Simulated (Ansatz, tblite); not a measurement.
# C4H12O2Si: chosen isomers compared, part 2 of 2

Aim: relax some chosen isomers of C4H12O2Si, and see how the levels of theory order them.

Ansatz 0.2.0, Gaussian basis; relaxed with B3LYP-D4/def2-SVP, singlet.

## 5. Candidate B, GFN1-xTB

Tight binding, by tblite at 300 K electronic temperature and without a spin-polarisation term:

```python
tblite.interface.Calculator('GFN1-xTB', numbers, positions, charge=0, uhf=0).singlepoint()
```

Energy -716.8608 eV, HOMO -11.91 eV, LUMO -4.09 eV; 0.01 s.

## 6. Candidate B, GFN2-xTB

Tight binding, by tblite at 300 K electronic temperature and without a spin-polarisation term:

```python
tblite.interface.Calculator('GFN2-xTB', numbers, positions, charge=0, uhf=0).singlepoint()
```

Energy -670.5328 eV, HOMO -11.13 eV, LUMO -4.39 eV; 0.006 s.

## 7. Candidate B, PBE0-D4/def2-TZVP

start.molden holds the orbitals of an earlier run on this state, given as this run's starting guess.

in.yaml reads:

```yaml
crystal:
  periodic: [false, false, false]
  atoms:
    - {symbol: C, position_ang: [-1.458275, 0.392701, 1.684331]}
    - {symbol: C, position_ang: [-0.192009, -0.287968, 2.184674]}
    - {symbol: C, position_ang: [1.113480, -0.390605, -1.930202]}
    - {symbol: C, position_ang: [2.004845, 0.277113, -0.892566]}
    - {symbol: O, position_ang: [-1.319433, 0.899442, 0.366657]}
    - {symbol: O, position_ang: [-0.090954, -0.890761, -1.371987]}
    - {symbol: Si, position_ang: [-1.446240, 0.008685, -1.030789]}
    - {symbol: H, position_ang: [-1.713368, 1.247176, 2.334064]}
    - {symbol: H, position_ang: [-2.311417, -0.313113, 1.734467]}
    - {symbol: H, position_ang: [-0.323945, -0.627981, 3.224817]}
    - {symbol: H, position_ang: [0.059633, -1.162274, 1.563672]}
    - {symbol: H, position_ang: [0.661193, 0.407664, 2.153331]}
    - {symbol: H, position_ang: [1.637562, -1.246842, -2.387961]}
    - {symbol: H, position_ang: [0.888311, 0.321604, -2.749102]}
    - {symbol: H, position_ang: [2.947803, 0.612111, -1.354632]}
    - {symbol: H, position_ang: [1.506921, 1.152998, -0.447287]}
    - {symbol: H, position_ang: [2.247844, -0.425050, -0.079691]}
    - {symbol: H, position_ang: [-1.662744, 1.003527, -2.114786]}
    - {symbol: H, position_ang: [-2.549208, -0.978437, -0.887010]}
basis:
  gaussian: {orbitals: def2-TZVP, initial_orbitals: start.molden}
hamiltonian: {xc: pbe0, dispersion: d4}
scf: {omitted_lower_state_checks: [starts]}
output: {orbitals: {seedname: orbitals}}
```

Launch:

```
ansatz run in.yaml --threads 4 --pin off --events-out ev --progress --plain --max-ram 4787MiB
```

The log of the run:

```text
Functional definition: PBE0
  name "PBE0"
  cite "Adamo & Barone, J. Chem. Phys. 110, 6158 (1999) doi:10.1063/1.478522"
  cite "Perdew, Burke & Ernzerhof, Phys. Rev. Lett. 77, 3865 (1996) doi:10.1103/PhysRevLett.77.3865"
  parent pbe
  parameter a = 0.25
  parameter kappa = 0.804
  parameter beta = 0.06672455060314922
  exchange = (1 - a)*pbe_x(kappa = kappa, mu = beta*pi^2/3) + a*exact_x
  correlation = pbe_c(beta = beta)
these checks for a lower state are left out or cut short: starts
1818 factors; their error is unknown
mean field evaluation 1: about -16303.1799 eV, gradient 1.7e2 eV
mean field evaluation 2: about -16308.0527 eV, gradient 5.1e0 eV
mean field evaluation 4: about -16308.1330 eV, gradient 5.9e-1 eV
mean field evaluation 8: about -16308.1336 eV, gradient 1.2e-5 eV
mean field -16308.13356679 eV, -599.3128545295 hartree, gradient 1.2e-5 eV, S^2 0.000000; 0 other end points of the search recorded, 0 dependent functions left out
reference -16308.13360794 eV, -599.3128560419 hartree; 33, 33 occupied and 262, 262 virtual orbitals, 1818 factors
Total energy: -16308.49376031 eV, -599.3260913973 hartree
Checks for a lower state left out: starts
```

It took 6.5 s on 4 threads of Arm Neoverse V2, shared host; peak memory 0.98 GiB.

Report: HOMO -8.01 eV, LUMO 1.03 eV.

## 8. Candidate B, PBE-D4/def2-TZVP

Changes to in.yaml since step 7:

```diff
@@ -24,4 +24,4 @@
   gaussian: {orbitals: def2-TZVP, initial_orbitals: start.molden}
-hamiltonian: {xc: pbe0, dispersion: d4}
+hamiltonian: {xc: pbe, dispersion: d4}
 scf: {omitted_lower_state_checks: [starts]}
-output: {orbitals: {seedname: orbitals}}
+output: {forces: true, orbitals: {seedname: orbitals}}
```

Same command.

The log of the run, cut to the lines that bear on the results:

```text
Functional definition: PBE
  name "PBE"
  cite "Perdew, Burke & Ernzerhof, Phys. Rev. Lett. 77, 3865 (1996) doi:10.1103/PhysRevLett.77.3865"
  parent pbe
[...]
1802 factors; their error is unknown
[...]
mean field -16306.49461637 eV, -599.2526242126 hartree, gradient 2.3e-5 eV, S^2 0.000000; 0 other end points of the search recorded, 0 dependent functions left out
[...]
reference -16306.49467263 eV, -599.2526262799 hartree; 33, 33 occupied and 262, 262 virtual orbitals, 1802 factors
Total energy: -16306.91518736 eV, -599.2680799114 hartree
Atom 0 at    -1.458275     0.392701     1.684331 Å, force    -0.103717    -0.212914     0.347239 eV/Å
Atom 1 at    -0.192009    -0.287968     2.184674 Å, force     0.082642    -0.018049     0.001591 eV/Å
Atom 2 at     1.113480    -0.390605    -1.930202 Å, force     0.294608     0.211504    -0.209323 eV/Å
[...]
Atom 10 at     0.059633    -1.162274     1.563672 Å, force    -0.025697     0.047745     0.040299 eV/Å
Atom 11 at     0.661193     0.407664     2.153331 Å, force    -0.052212    -0.035417     0.012225 eV/Å
Atom 12 at     1.637562    -1.246842    -2.387961 Å, force    -0.040484     0.008015     0.034365 eV/Å
Atom 13 at     0.888311     0.321604    -2.749102 Å, force    -0.008184    -0.016443     0.039837 eV/Å
Atom 14 at     2.947803     0.612111    -1.354632 Å, force    -0.054917    -0.026614     0.009599 eV/Å
Atom 15 at     1.506921     1.152998    -0.447287 Å, force     0.029305    -0.047827    -0.037650 eV/Å
Atom 16 at     2.247844    -0.425050    -0.079691 Å, force    -0.005288     0.035846    -0.053261 eV/Å
Atom 17 at    -1.662744     1.003527    -2.114786 Å, force    -0.003113     0.096831    -0.041189 eV/Å
Atom 18 at    -2.549208    -0.978437    -0.887010 Å, force    -0.040796    -0.096568     0.009871 eV/Å
Dipole moment:     0.153764    -0.000971     0.109482 e Å
Checks for a lower state left out: starts
```

Run time: 5 s. Hardware: 4 threads of Arm Neoverse V2, shared host.

Report: HOMO -6.48 eV, LUMO 0.18 eV.

## 9. Candidate B, r2SCAN-D4/def2-TZVP

Changes to in.yaml since step 8:

```diff
@@ -24,4 +24,4 @@
   gaussian: {orbitals: def2-TZVP, initial_orbitals: start.molden}
-hamiltonian: {xc: pbe, dispersion: d4}
+hamiltonian: {xc: r2scan, dispersion: d4}
 scf: {omitted_lower_state_checks: [starts]}
-output: {forces: true, orbitals: {seedname: orbitals}}
+output: {orbitals: {seedname: orbitals}}
```

Same command.

The log of the run:

```text
Functional definition: r2SCAN
  name "r2SCAN"
  cite "Furness, Kaplan, Ning, Perdew & Sun, J. Phys. Chem. Lett. 11, 8208 (2020) doi:10.1021/acs.jpclett.0c02405"
  cite "Furness, Kaplan, Ning, Perdew & Sun, J. Phys. Chem. Lett. 11, 9248 (2020) doi:10.1021/acs.jpclett.0c03077"
  parent r2scan
  parameter k0 = 0.174
  parameter k1 = 0.065
  parameter a1 = 4.9479
  exchange = r2scan_x(k0 = k0, k1 = k1, a1 = a1)
  correlation = r2scan_c
these checks for a lower state are left out or cut short: starts
1802 factors; their error is unknown
mean field evaluation 1: about -16315.8100 eV, gradient 6.9e0 eV
mean field evaluation 2: about -16315.8632 eV, gradient 6.0e-2 eV
mean field evaluation 4: about -16315.8109 eV, gradient 4.9e-4 eV
mean field -16315.81092498 eV, -599.5949922393 hartree, gradient 1.6e-5 eV, S^2 0.000000; 0 other end points of the search recorded, 0 dependent functions left out
reference -16315.81094089 eV, -599.5949928240 hartree; 33, 33 occupied and 262, 262 virtual orbitals, 1802 factors
Total energy: -16315.92815058 eV, -599.5993002006 hartree
Checks for a lower state left out: starts
```

It took 7.5 s on 4 threads of Arm Neoverse V2, shared host.

HOMO -6.80 eV, LUMO 0.61 eV.

## 10. Candidate B, LC-ωPBE/def2-TZVP

Changes to in.yaml since step 9:

```diff
@@ -24,3 +24,3 @@
   gaussian: {orbitals: def2-TZVP, initial_orbitals: start.molden}
-hamiltonian: {xc: r2scan, dispersion: d4}
+hamiltonian: {xc: {name: LC-wPBE}}
 scf: {omitted_lower_state_checks: [starts]}
```

The command is unchanged.

The log of the run, cut to the lines that bear on the results:

```text
Functional definition: LC-wPBE
  name "LC-wPBE"
  cite "Vydrov & Scuseria, J. Chem. Phys. 125, 234109 (2006) doi:10.1063/1.2409292"
  cite "Heyd & Scuseria, J. Chem. Phys. 120, 7274 (2004) doi:10.1063/1.1668634"
  cite "Ernzerhof & Perdew, J. Chem. Phys. 109, 3313 (1998) doi:10.1063/1.476928"
  cite "Perdew, Burke & Ernzerhof, Phys. Rev. Lett. 77, 3865 (1996) doi:10.1103/PhysRevLett.77.3865"
  parent pbe
[...]
1802 factors; their error is unknown
641 factors; integrals over basis functions are off by at most 1.8e-5 eV
[...]
mean field -16313.90012106 eV, -599.5247714901 hartree, gradient 1.1e-5 eV, S^2 0.000000; 0 other end points of the search recorded, 0 dependent functions left out
reference -16313.90012106 eV, -599.5247714905 hartree; 33, 33 occupied and 262, 262 virtual orbitals, 1802 factors
Total energy: -16313.90012106 eV, -599.5247714905 hartree
Checks for a lower state left out: starts
```

Wall time 4.9 s (4 threads of Arm Neoverse V2, shared host); peak memory 0.72 GiB.

HOMO -10.77 eV, LUMO 3.15 eV.

## 11. Candidate B, B3LYP-D4/def2-TZVP

Changes to in.yaml since step 10:

```diff
@@ -24,3 +24,3 @@
   gaussian: {orbitals: def2-TZVP, initial_orbitals: start.molden}
-hamiltonian: {xc: {name: LC-wPBE}}
+hamiltonian: {xc: {name: B3LYP}, dispersion: d4}
 scf: {omitted_lower_state_checks: [starts]}
```

Launched as before.

The log of the run, cut to the lines that bear on the results:

```text
Functional definition: B3LYP
  name "B3LYP"
  cite "Stephens, Devlin, Chabalowski & Frisch, J. Phys. Chem. 98, 11623 (1994) doi:10.1021/j100096a001"
  cite "Becke, Phys. Rev. A 38, 3098 (1988) doi:10.1103/PhysRevA.38.3098"
  cite "Lee, Yang & Parr, Phys. Rev. B 37, 785 (1988) doi:10.1103/PhysRevB.37.785"
  cite "Vosko, Wilk & Nusair, Can. J. Phys. 58, 1200 (1980) doi:10.1139/p80-159"
[...]
1811 factors; their error is unknown
[...]
mean field -16322.21957681 eV, -599.8305058501 hartree, gradient 1.2e-5 eV, S^2 0.000000; 0 other end points of the search recorded, 0 dependent functions left out
reference -16322.21993120 eV, -599.8305188735 hartree; 33, 33 occupied and 262, 262 virtual orbitals, 1811 factors
Total energy: -16322.88267222 eV, -599.8548741569 hartree
Checks for a lower state left out: starts
```

Run time: 6 s. Hardware: 4 threads of Arm Neoverse V2, shared host; peak memory 0.98 GiB.

Report: HOMO -7.77 eV, LUMO 0.78 eV.

## 12. Candidate B, B2PLYP/def2-TZVP

Changes to in.yaml since step 11:

```diff
@@ -24,4 +24,3 @@
   gaussian: {orbitals: def2-TZVP, initial_orbitals: start.molden}
-hamiltonian: {xc: {name: B3LYP}, dispersion: d4}
+hamiltonian: {xc: {name: B2PLYP}}
 scf: {omitted_lower_state_checks: [starts]}
-output: {orbitals: {seedname: orbitals}}
```

The command is unchanged.

The log of the run, cut to the lines that bear on the results:

```text
Functional definition: B2PLYP
  name "B2PLYP"
  cite "Grimme, J. Chem. Phys. 124, 034108 (2006) doi:10.1063/1.2148954"
  cite "Becke, Phys. Rev. A 38, 3098 (1988) doi:10.1103/PhysRevA.38.3098"
  cite "Lee, Yang & Parr, Phys. Rev. B 37, 785 (1988) doi:10.1103/PhysRevB.37.785"
[...]
2022 factors; integrals over basis functions are off by at most 1.2e-3 eV
[...]
mean field -16299.72145995 eV, -599.0037153051 hartree, gradient 8.4e-7 eV, S^2 0.000000; 0 other end points of the search recorded, 0 dependent functions left out
11 core orbitals not correlated: weight in the atoms' cores, before any rotation towards them, 1.000 or more for the frozen orbitals, at most 0.000 for the correlated occupied ones
reference -16299.72168199 eV, -599.0037234650 hartree; 22, 22 occupied and 262, 262 virtual orbitals, 2022 factors
second order -41.60349745 eV of doubles, -0.00000000 eV of singles
Total energy: -16310.95462630 eV, -599.4165265544 hartree
Checks for a lower state left out: starts
```

Wall time 12 s (4 threads of Arm Neoverse V2, shared host); peak memory 1 GiB.

## 13. Candidate B, PBE-D4/def2-SVP

Changes to in.yaml since step 12:

```diff
@@ -23,4 +23,5 @@
 basis:
-  gaussian: {orbitals: def2-TZVP, initial_orbitals: start.molden}
-hamiltonian: {xc: {name: B2PLYP}}
+  gaussian: {orbitals: def2-SVP, initial_orbitals: start.molden}
+hamiltonian: {xc: pbe, dispersion: d4}
 scf: {omitted_lower_state_checks: [starts]}
+output: {orbitals: {seedname: orbitals}}
```

Launched as before.

The log of the run:

```text
Functional definition: PBE
  name "PBE"
  cite "Perdew, Burke & Ernzerhof, Phys. Rev. Lett. 77, 3865 (1996) doi:10.1103/PhysRevLett.77.3865"
  parent pbe
  parameter kappa = 0.804
  parameter beta = 0.06672455060314922
  exchange = pbe_x(kappa = kappa, mu = beta*pi^2/3)
  correlation = pbe_c(beta = beta)
these checks for a lower state are left out or cut short: starts
1810 factors; their error is unknown
mean field evaluation 1: about -16293.6377 eV, gradient 1.1e1 eV
mean field evaluation 2: about -16293.9414 eV, gradient 2.2e-1 eV
mean field evaluation 4: about -16293.8424 eV, gradient 4.3e-4 eV
mean field -16293.84235147 eV, -598.7876620535 hartree, gradient 1.1e-5 eV, S^2 0.000000; 0 other end points of the search recorded, 0 dependent functions left out
reference -16293.84239360 eV, -598.7876636017 hartree; 33, 33 occupied and 129, 129 virtual orbitals, 1810 factors
Total energy: -16294.26290833 eV, -598.8031172332 hartree
Checks for a lower state left out: starts
```

It took 2.1 s on 4 threads of Arm Neoverse V2, shared host.

Report: HOMO -6.32 eV, LUMO 0.75 eV.

## 14. Candidate B, PBE0-D4/def2-SVP

Changes to in.yaml since step 13:

```diff
@@ -24,3 +24,3 @@
   gaussian: {orbitals: def2-SVP, initial_orbitals: start.molden}
-hamiltonian: {xc: pbe, dispersion: d4}
+hamiltonian: {xc: pbe0, dispersion: d4}
 scf: {omitted_lower_state_checks: [starts]}
```

The command is unchanged.

The log of the run:

```text
Functional definition: PBE0
  name "PBE0"
  cite "Adamo & Barone, J. Chem. Phys. 110, 6158 (1999) doi:10.1063/1.478522"
  cite "Perdew, Burke & Ernzerhof, Phys. Rev. Lett. 77, 3865 (1996) doi:10.1103/PhysRevLett.77.3865"
  parent pbe
  parameter a = 0.25
  parameter kappa = 0.804
  parameter beta = 0.06672455060314922
  exchange = (1 - a)*pbe_x(kappa = kappa, mu = beta*pi^2/3) + a*exact_x
  correlation = pbe_c(beta = beta)
these checks for a lower state are left out or cut short: starts
1810 factors; their error is unknown
mean field evaluation 1: about -16295.4224 eV, gradient 9.1e0 eV
mean field evaluation 2: about -16295.6185 eV, gradient 1.4e-1 eV
mean field evaluation 4: about -16295.6498 eV, gradient 2.5e-4 eV
mean field -16295.64979996 eV, -598.8540845603 hartree, gradient 2.6e-5 eV, S^2 0.000000; 0 other end points of the search recorded, 0 dependent functions left out
reference -16295.64983303 eV, -598.8540857757 hartree; 33, 33 occupied and 129, 129 virtual orbitals, 1810 factors
Total energy: -16296.00998540 eV, -598.8673211311 hartree
Checks for a lower state left out: starts
```

Run time: 2.7 s. Hardware: 4 threads of Arm Neoverse V2, shared host.

Report: HOMO -7.92 eV, LUMO 1.69 eV.

## 15. Candidate B, CCSD(T)/def2-SVP

Changes to in.yaml since step 14:

```diff
@@ -24,3 +24,3 @@
   gaussian: {orbitals: def2-SVP, initial_orbitals: start.molden}
-hamiltonian: {xc: pbe0, dispersion: d4}
+correlation: {method: ccsd_t}
 scf: {omitted_lower_state_checks: [starts]}
```

Launched as before.

The log of the run, cut to the lines that bear on the results:

```text
Functional definition: HF
  name "HF"
  cite "Fock, Z. Phys. 61, 126 (1930) doi:10.1007/BF01340294"
  parent pbe
[...]
1632 factors; integrals over basis functions are off by at most 1.3e-3 eV
[...]
mean field -16241.63610671 eV, -596.8691179453 hartree, gradient 1.9e-6 eV, S^2 0.000000; 0 other end points of the search recorded, 0 dependent functions left out
11 core orbitals not correlated: weight in the atoms' cores, before any rotation towards them, 1.000 or more for the frozen orbitals, at most 0.000 for the correlated occupied ones
reference -16241.63610671 eV, -596.8691179453 hartree; 22, 22 occupied and 129, 129 virtual orbitals, 1632 factors
second order -28.28563256 eV of doubles, -0.00000000 eV of singles
cycle   1  -29.53525926 eV  change    -1.2e0 eV  update   1.2e-1
[...]
cycle   9  -30.47648196 eV  change   -3.9e-6 eV  update   1.7e-5
perturbative correction -0.81175665 eV, -0.0298315066 hartree
Total energy: -16272.92434532 eV, -598.0189395063 hartree
Checks for a lower state left out: starts
```

It took 59 s on 4 threads of Arm Neoverse V2, shared host; peak memory 1.8 GiB.

From the report: Hartree-Fock HOMO -11.89 eV, LUMO 4.83 eV; T1 0.011.

## 16. Candidate B, MP2/def2-TZVP

Changes to in.yaml since step 15:

```diff
@@ -23,4 +23,4 @@
 basis:
-  gaussian: {orbitals: def2-SVP, initial_orbitals: start.molden}
-correlation: {method: ccsd_t}
+  gaussian: {orbitals: def2-TZVP, initial_orbitals: start.molden}
+correlation: {method: mp2}
 scf: {omitted_lower_state_checks: [starts]}
```

Same command.

The log of the run:

```text
Functional definition: HF
  name "HF"
  cite "Fock, Z. Phys. 61, 126 (1930) doi:10.1007/BF01340294"
  parent pbe
  exchange = exact_x
  correlation = 0
these checks for a lower state are left out or cut short: starts
2022 factors; integrals over basis functions are off by at most 1.2e-3 eV
mean field evaluation 1: about -16252.7002 eV, gradient 3.4e1 eV
mean field evaluation 2: about -16253.8685 eV, gradient 1.2e0 eV
mean field evaluation 4: about -16254.2876 eV, gradient 1.1e-2 eV
mean field evaluation 8: about -16254.2876 eV, gradient 1.5e-6 eV
mean field -16254.28760880 eV, -597.3340520714 hartree, gradient 5.3e-6 eV, S^2 0.000000; 0 other end points of the search recorded, 0 dependent functions left out
11 core orbitals not correlated: weight in the atoms' cores, before any rotation towards them, 1.000 or more for the frozen orbitals, at most 0.000 for the correlated occupied ones
reference -16254.28760880 eV, -597.3340520714 hartree; 22, 22 occupied and 262, 262 virtual orbitals, 2022 factors
second order -34.37171966 eV of doubles, -0.00000000 eV of singles
Total energy: -16288.65932846 eV, -598.5971894710 hartree
Checks for a lower state left out: starts
```

Run time: 6.5 s. Hardware: 4 threads of Arm Neoverse V2, shared host; peak memory 0.96 GiB.

Hartree-Fock HOMO -11.86 eV, LUMO 3.81 eV.

## 17. B against A

The energies of A at these levels come from its own runs, whose logs aren't repeated here.

Differences are taken before rounding.

| method | B above A (kJ/mol) | from CCSD(T)/def2-SVP (kJ/mol) | time |
| --- | --- | --- | --- |
| GFN1-xTB | -84.1 | -125.6 | 0.019 s |
| GFN2-xTB | -86.5 | -128.0 | 0.013 s |
| HF/def2-SVP | 51.8 | +10.3 |  |
| HF/def2-TZVP | 61.2 | +19.7 |  |
| PBE-D4/def2-SVP | 53.2 | +11.7 | 4 s |
| PBE-D4/def2-TZVP | 68.7 | +27.2 | 9.3 s |
| r2SCAN-D4/def2-TZVP | 73.3 | +31.8 | 15 s |
| B3LYP-D4/def2-TZVP | 68.2 | +26.7 | 12 s |
| PBE0-D4/def2-SVP | 57.1 | +15.6 | 5.4 s |
| PBE0-D4/def2-TZVP | 69.9 | +28.4 | 14 s |
| LC-ωPBE/def2-TZVP | 71.1 | +29.6 | 9.5 s |
| B2PLYP/def2-TZVP | 67.1 | +25.6 | 22 s |
| MP2/def2-SVP | 46.7 | +5.2 |  |
| MP2/def2-TZVP | 68.3 | +26.9 | 13 s |
| CCSD/def2-SVP | 43.2 | +1.7 |  |
| CCSD(T)/def2-SVP | 41.5 | 0 | 1.9 min |

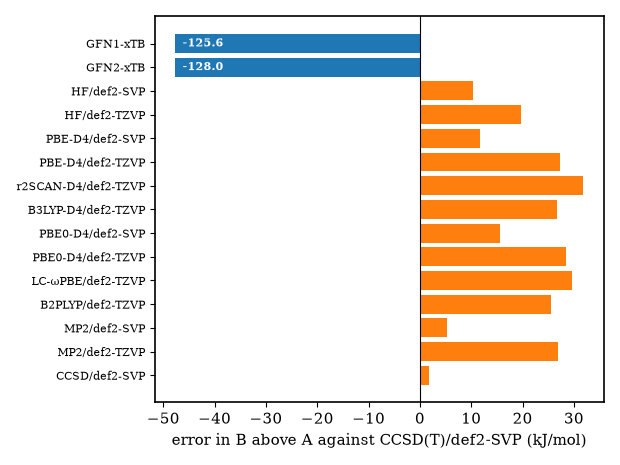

Deviations from CCSD(T)/def2-SVP, method by method. Bars with a number in them are cut short.

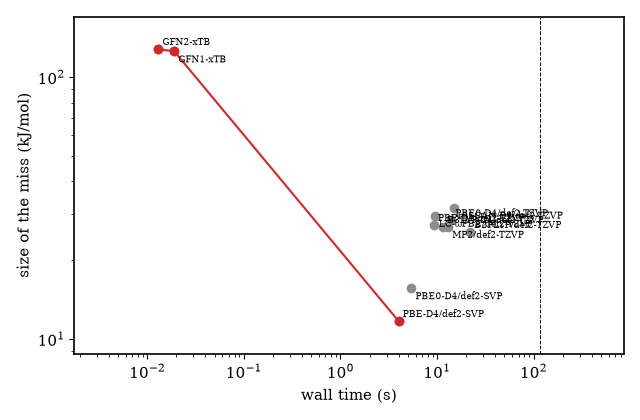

Miss against cost. Red marks the levels that no quicker level drawn beats (of those quicker than the yardstick), and the dashed line is the time of CCSD(T)/def2-SVP. Times are from a shared host.

Times add the two runs; a level without a time comes out of a correlated run.

## 18. What came out

The summary covers parts 1 to 2.

```
                   quantity               value
B above A, CCSD(T)/def2-SVP        +41.5 kJ/mol
    levels that put B lower  GFN1-xTB, GFN2-xTB
```

The levels disagree on B and A: 2 of 16 put B lower. The yardstick is in a double-zeta basis, so levels in larger sets aren't compared like for like. CCSD(T)/def2-SVP isn't at the basis-set limit; small misses against it rank nothing. Only these isomers were run, one conformer each; others of the formula can lie lower. Only singlets are compared; another spin may lie lower and prefer another shape.
